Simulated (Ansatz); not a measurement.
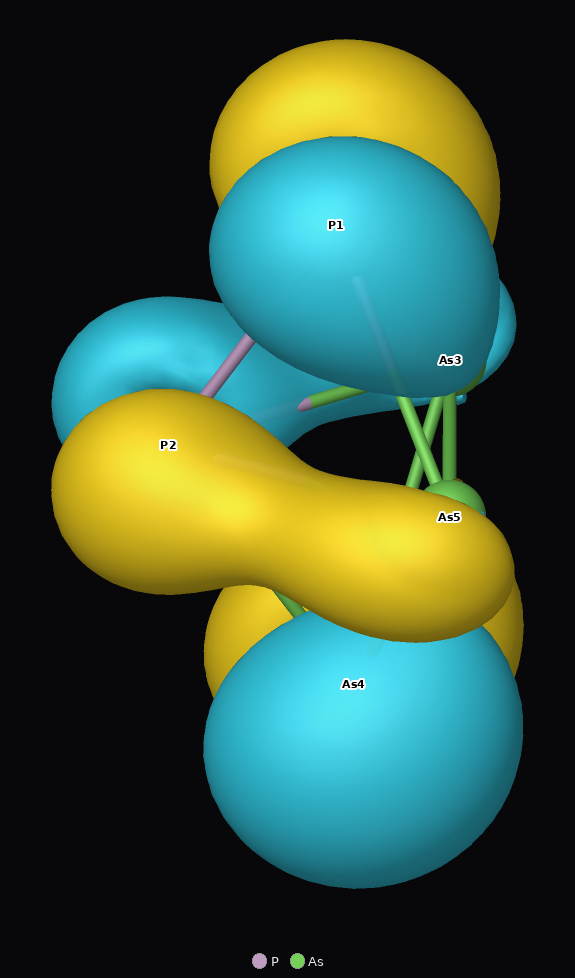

As3P2 (charge +1, triplet). The HOMO (α) at ±0.1 Å⁻³ᐟ² (yellow and cyan are the two phases), seen at an oblique angle.

Geometry: PBE-D4/def2-SVP.

All numbers below come from UKS PBE0-D4/def2-TZVP in Ansatz 0.2.0.

```yaml
atoms:
  - { symbol: P, position_ang: [0.0497, -1.2147, 1.4607] }
  - { symbol: P, position_ang: [-0.9758, -0.8370, -0.5443] }
  - { symbol: As, position_ang: [-0.3949, 1.0906, 0.9496] }
  - { symbol: As, position_ang: [-0.1302, 1.2409, -1.6137] }
  - { symbol: As, position_ang: [1.4512, -0.2798, -0.2522] }
```

Describe this orbital and give its energy.

Answer. By Hirshfeld shares it lies mainly on As4 (about 40 %), P1 (about 25 %), P2 (about 15 %), As3 (about 10 %) and As5 (about 10 %). Its energy is −10.50 eV.
